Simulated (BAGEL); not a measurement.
# HF/3-21G (density fitting with qzvpp-jkfit) run of BHF2 (SMILES FBF)

Aim: the vertical singlet–triplet gap of BHF2 at HF/3-21G (density fitting with qzvpp-jkfit), from 2 runs. 

The calculation is run with BAGEL 1.2.2.

### 1 The molecule

BHF2 has 4 atoms, charge 0, and is taken as a singlet. As SMILES, `FBF`. The coordinates come from a PBE0-D4/def2-TZVP relaxation.

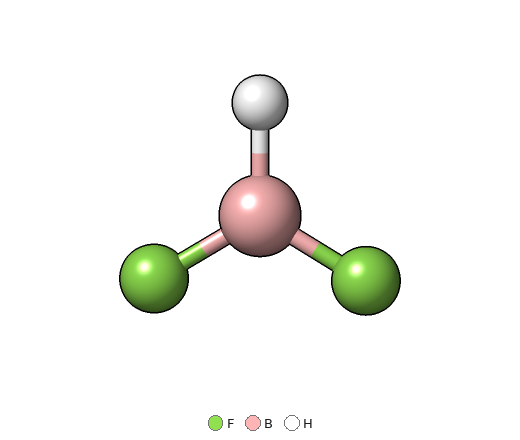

The structure, seen from a chosen angle (fluorine green, boron pink, hydrogen white).

### 2 The energy at HF/3-21G (density fitting with qzvpp-jkfit)

File calc.json:

```json
{ "bagel" : [

{
  "title" : "molecule",
  "basis" : "3-21g",
  "df_basis" : "qzvpp-jkfit",
  "angstrom" : true,
  "geometry" : [
    { "atom" : "F", "xyz" : [       1.154300,       0.456900,      -0.361900 ] },
    { "atom" : "B", "xyz" : [      -0.001900,      -0.031000,       0.025200 ] },
    { "atom" : "F", "xyz" : [      -1.095400,       0.528700,      -0.438900 ] },
    { "atom" : "H", "xyz" : [      -0.057000,      -0.954600,       0.775600 ] }
  ]
},

{ "title" : "hf" },

{ "title" : "print", "file" : "orbitals.molden", "orbitals" : true }

]}
```

Run with:

```bash
$ BAGEL_NUM_THREADS=1 BAGEL calc.json > calc.out
```

Standard output:

```text
* using 1 threads per process

  ===============================================================
  ===============================================================

  *** Geometry ***

  { "atom" : "F", "xyz" : [      2.181311,      0.863416,     -0.683892 ] },
  { "atom" : "B", "xyz" : [     -0.003590,     -0.058582,      0.047621 ] },
  { "atom" : "F", "xyz" : [     -2.070006,      0.999098,     -0.829401 ] },
  { "atom" : "H", "xyz" : [     -0.107714,     -1.803933,      1.465672 ] },

  Number of auxiliary basis functions:      247

  Since a DF basis is specified, we compute 2- and 3-index integrals:
    o Being stored without compression. Storage requirement is 0.002 GB

  Number of basis functions:       29
  Number of electrons      :       24

    * METHOD: MOLECULE                             0.04

  *** RHF ***

  === Nuclear Repulsion ===
    61.8885547595

      * DIIS with orbital gradients will be used.

  === RHF iteration (3-21g) ===
      0       -222.93635515          0.04501302           0.00
      1       -223.02698617          0.02567183           0.00
      2       -223.05924291          0.00180054           0.00
      3       -223.05961231          0.00017795           0.00
      4       -223.05961745          0.00003100           0.00
      5       -223.05961761          0.00000526           0.00
      6       -223.05961761          0.00000064           0.00
      7       -223.05961761          0.00000022           0.00
      8       -223.05961761          0.00000008           0.00
      9       -223.05961761          0.00000002           0.00
     10       -223.05961761          0.00000001           0.00
    * SCF iteration converged.

    * Permanent dipole moment:
           (    0.022125,     0.366810,    -0.298062) a.u.

    * METHOD: HF                                   0.08

    * METHOD: PRINT                                0.00

  ===============================================================
```

Wall time 0.26 s (1 thread of Arm Neoverse V1, shared host).

### 3 The triplet, same level

File job.json:

```json
{ "bagel": [

{
  "title": "molecule",
  "basis": "3-21g",
  "df_basis": "qzvpp-jkfit",
  "angstrom": true,
  "geometry": [
    { "atom": "F", "xyz": [       1.154300,       0.456900,      -0.361900 ] },
    { "atom": "B", "xyz": [      -0.001900,      -0.031000,       0.025200 ] },
    { "atom": "F", "xyz": [      -1.095400,       0.528700,      -0.438900 ] },
    { "atom": "H", "xyz": [      -0.057000,      -0.954600,       0.775600 ] }
  ]
},

{ "title": "uhf", "nopen": 2 },

{ "title": "print", "file": "orbitals.molden", "orbitals": true }

]}
```

Run with:

```bash
$ BAGEL_NUM_THREADS=1 BAGEL job.json > job.out
```

Standard output:

```text
* using 1 threads per process

  ===============================================================
  ===============================================================

  *** Geometry ***

  { "atom" : "F", "xyz" : [      2.181311,      0.863416,     -0.683892 ] },
  { "atom" : "B", "xyz" : [     -0.003590,     -0.058582,      0.047621 ] },
  { "atom" : "F", "xyz" : [     -2.070006,      0.999098,     -0.829401 ] },
  { "atom" : "H", "xyz" : [     -0.107714,     -1.803933,      1.465672 ] },

  Number of auxiliary basis functions:      247

  Since a DF basis is specified, we compute 2- and 3-index integrals:
    o Being stored without compression. Storage requirement is 0.002 GB

  Number of basis functions:       29
  Number of electrons      :       24

    * METHOD: MOLECULE                             0.04

  *** Open-shell HF ***

  === Nuclear Repulsion ===
    61.8885547595

      * DIIS with orbital gradients will be used.

  === UHF iteration (3-21g) ===
      0       -222.60849301          0.07859975           0.01
      1       -222.70109691          0.04926116           0.01
      2       -222.72544107          0.02881536           0.01
      3       -222.73688078          0.00233453           0.01
      4       -222.73767320          0.00099448           0.01
      5       -222.73783726          0.00041233           0.01
      6       -222.73787294          0.00021251           0.01
      7       -222.73788649          0.00009408           0.01
      8       -222.73788830          0.00002985           0.01
      9       -222.73788845          0.00000977           0.01
     10       -222.73788846          0.00000343           0.01
     11       -222.73788847          0.00000177           0.01
     12       -222.73788847          0.00000075           0.01
     13       -222.73788847          0.00000022           0.01
     14       -222.73788847          0.00000012           0.01
     15       -222.73788847          0.00000005           0.01
     16       -222.73788847          0.00000003           0.01
     17       -222.73788847          0.00000001           0.01
     18       -222.73788847          0.00000001           0.01
    * SCF iteration converged.

    * S^2 (UHF) is 2.0082

    * Permanent dipole moment:
           (    0.064862,     1.084959,    -0.881437) a.u.

    * METHOD: UHF                                  0.19

    * METHOD: PRINT                                0.00

  ===============================================================
```

It took 0.36 s on 1 thread of Arm Neoverse V1, shared host.

### 4 Summary of results

At HF/3-21G (density fitting with qzvpp-jkfit):

| quantity | value |
| --- | --- |
| singlet: total energy | -223.05962 Eh |
| singlet: dipole moment | 1.20 D |
| singlet: HOMO energy | -15.02 eV |
| singlet: LUMO energy | 4.04 eV |
| singlet: HOMO–LUMO gap | 19.06 eV |
| triplet: total energy | -222.73789 Eh |
| triplet: dipole moment | 3.56 D |
| triplet: ⟨S²⟩ | 2.008 |
| vertical energy of the triplet above the singlet | 8.755 eV |

What this shows: At this shape the triplet lies 8.75 eV (845 kJ/mol) above the singlet.
